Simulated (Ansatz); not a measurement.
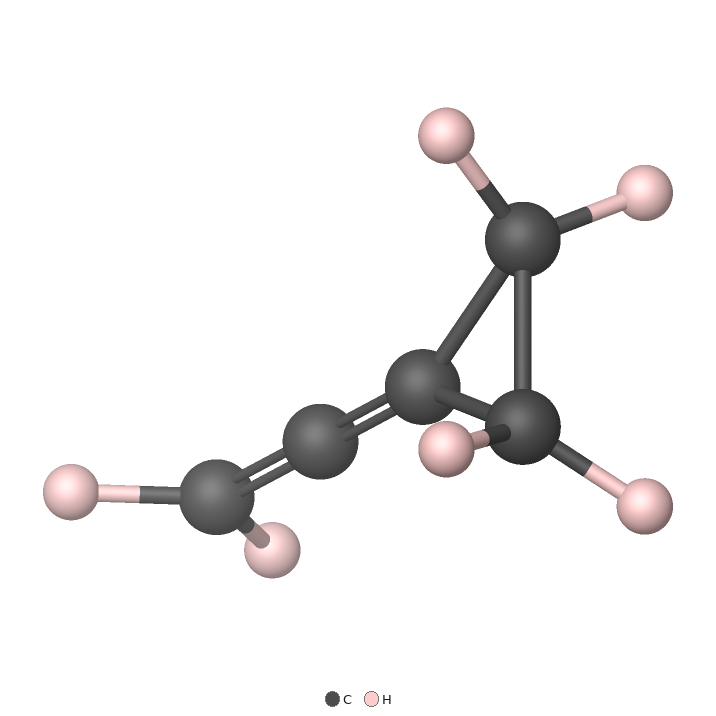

The picture shows a molecular structure as a ball-and-stick model. Multiple sticks mark multiple bonds (one Kekulé form).

The geometry was computed by an optimisation with PBE0-D4/def2-TZVP.

Identify the structure.

It has 11 atoms: 5 carbon and 6 hydrogen (C5H6). As SMILES it reads `C=C=C1CC1`. Independent rings (smallest set): 1 of 3 members. This geometry has C2v symmetry. Coordination, clear cases only: 1 C trigonal planar; 1 C linear.

The parts below concern this one geometry. Atoms keep their numbers from picture to picture.

**Geometry**

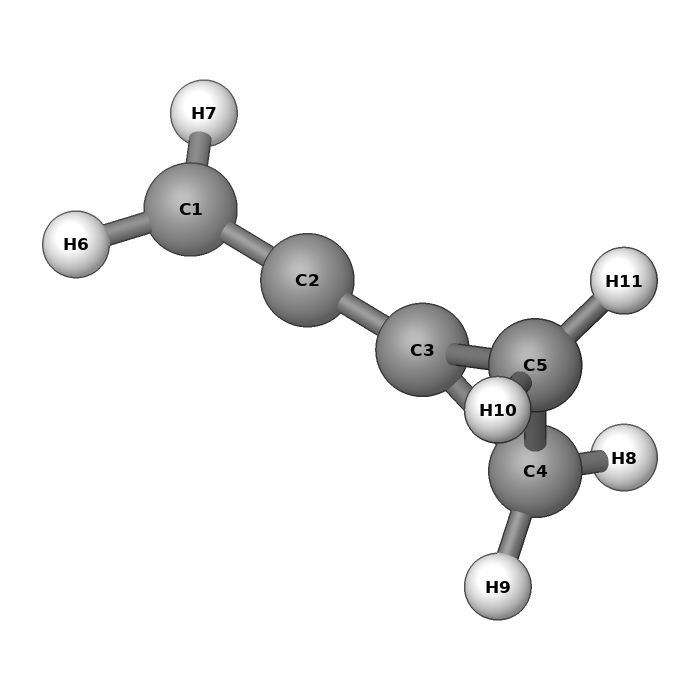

The atoms are numbered.

Which atoms are bonded, and how long are the bonds?

```
  bond  length (Å)   order
 C1–C2       1.303  double
 C1–H6       1.085  single
 C1–H7       1.085  single
 C2–C3       1.283  double
 C3–C4       1.468  single
 C3–C5       1.468  single
 C4–C5       1.514  single
 C4–H8       1.085  single
 C4–H9       1.085  single
C5–H10       1.085  single
C5–H11       1.085  single
```

**Electronic properties**

Method: RKS r2SCAN-D4/def2-TZVPP (Ansatz 0.2.0).

What does the calculation give?

- dipole moment: 0.87 D
- HOMO energy (Kohn–Sham orbital): −6.14 eV
- LUMO energy (Kohn–Sham orbital): −0.51 eV
- HOMO–LUMO gap: 5.63 eV
- dispersion correction: −4.6 kJ/mol

**Charges**

The questions are on Mulliken charges. Level of theory: RKS B3LYP-D4/def2-TZVPP (Ansatz 0.2.0).

List the Mulliken charges.

| atom | value (e) |
| --- | --- |
| C1 | −0.25 |
| C2 | −0.02 |
| C3 | −0.11 |
| C4 | −0.09 |
| C5 | −0.09 |
| H6 | 0.11 |
| H7 | 0.11 |
| H8 | 0.08 |
| H9 | 0.08 |
| H10 | 0.08 |
| H11 | 0.08 |

**Thermal motion**

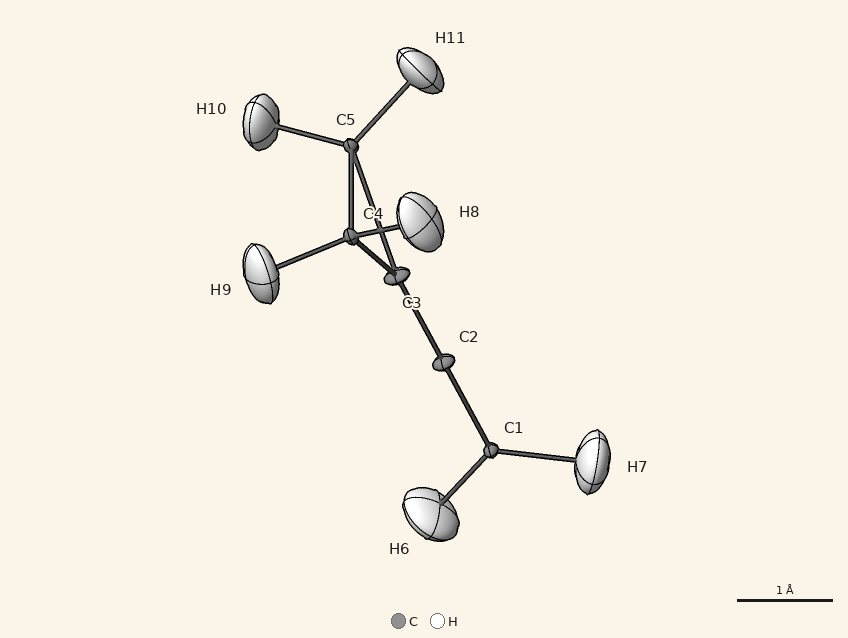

Displacement ellipsoids at the 50 % level, enlarged 1.5 times, from the internal vibrations of the free molecule (harmonic, no overall translation or rotation; no half-axis is drawn under 0.075 Å). Vibrations computed with RKS PBE0-D4/def2-TZVP (Ansatz 0.2.0). Temperature: 0 K (zero-point motion alone).

List U_eq and the three principal root-mean-square amplitudes for each kind of atom.

```csv
atom,U_eq (Å²),rms amplitudes (Å)
C1,0.0014,"0.032, 0.034, 0.044"
C2,0.0020,"0.027, 0.050, 0.053"
C3,0.0024,"0.027, 0.051, 0.062"
"C4, C5",0.0011,"0.025, 0.030, 0.044"
"H6, H7",0.0172,"0.077, 0.144, 0.159"
"H8, H9, H10, H11",0.0140,"0.074, 0.119, 0.149"
```

Mulliken values depend strongly on the basis set and can even reverse the polarity of a bond.
